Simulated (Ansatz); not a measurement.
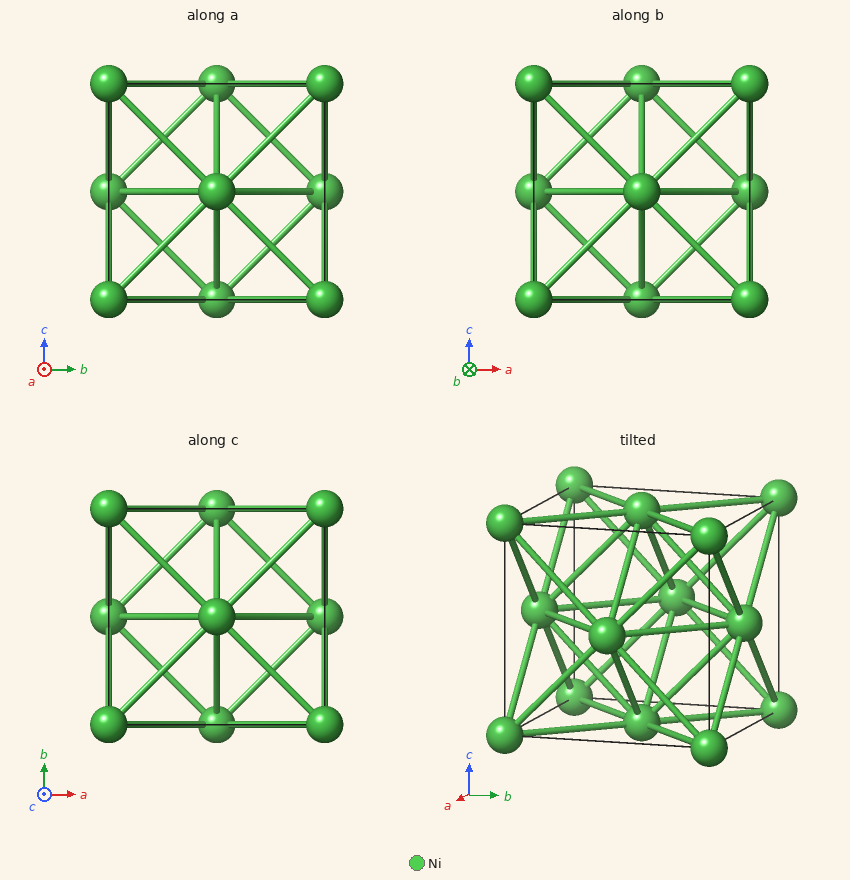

The image is a ball-and-stick drawing of a crystal, viewed along the a axis, along the b axis, along the c axis and slightly off an axis. The wireframe shows the conventional unit cell.

Lattice parameters: a = 3.5200 Å, b = 3.5200 Å, c = 3.5200 Å, α = 90.000°, β = 90.000°, γ = 90.000°.

Q: Transcribe the picture into a CIF in P1 with every atom of the cell.

A:
```cif
data_structure
_symmetry_space_group_name_H-M 'P 1'
_symmetry_Int_Tables_number 1
_cell_length_a 3.5200
_cell_length_b 3.5200
_cell_length_c 3.5200
_cell_angle_alpha 90.000
_cell_angle_beta 90.000
_cell_angle_gamma 90.000
_cell_volume 43.61
loop_
_atom_site_label
_atom_site_type_symbol
_atom_site_fract_x
_atom_site_fract_y
_atom_site_fract_z
_atom_site_occupancy
Ni1 Ni 0.0000 0.0000 0.0000 1
Ni2 Ni 0.0000 0.5000 0.5000 1
Ni3 Ni 0.5000 0.0000 0.5000 1
Ni4 Ni 0.5000 0.5000 0.0000 1
```

Provenance: the standard structure of this element. Earlier steps of the study, as a rule a relaxation of our own, may have changed the cell and positions, so they can lie some per cent off the listed ones. A calculation with Ansatz used it as input.
